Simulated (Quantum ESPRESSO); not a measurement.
One Mg site of MgH2 in P4₂/mnm, with the coupling taken from the PAW reconstruction of the field gradient on a scalar-relativistic PBE ground state (a modified build of Quantum ESPRESSO, JTH datasets) (|Q| = 0.199 barn). The cell was made here from a computed Materials Project entry: strained by +2 % along the unique axis and by -1 % across it, atoms relaxed (PBE without dispersion, pw.x of Quantum ESPRESSO, symmetry kept). The parent is MgH2 in P4₂/mnm. Stability against distortions was not tested. Cores are frozen. Against all-electron runs on small test molecules, this scheme's |Vzz| missed by −3 to +1 % on H. Mg had no test against all-electron runs.

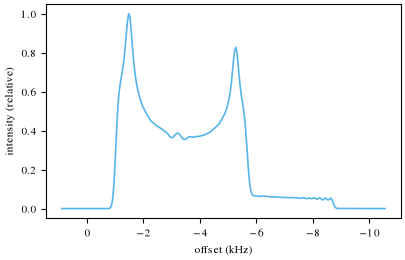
Figure: Simulated fast-MAS powder pattern of the ²⁵Mg central transition at 14.1 T (Larmor frequency ν0 = 36.8 MHz, I = 5/2), second-order quadrupolar broadening alone, zero at the isotropic chemical shift

Q: Estimate |C_Q| and η_Q from the pattern.

A: 
|C_Q| ≈ 4.6 MHz and η_Q ≈ 0.1. The pattern runs from -8.74 to -1.02 kHz before smoothing, a width that goes as C_Q²/ν0, with its centre of gravity at -3.50 kHz.
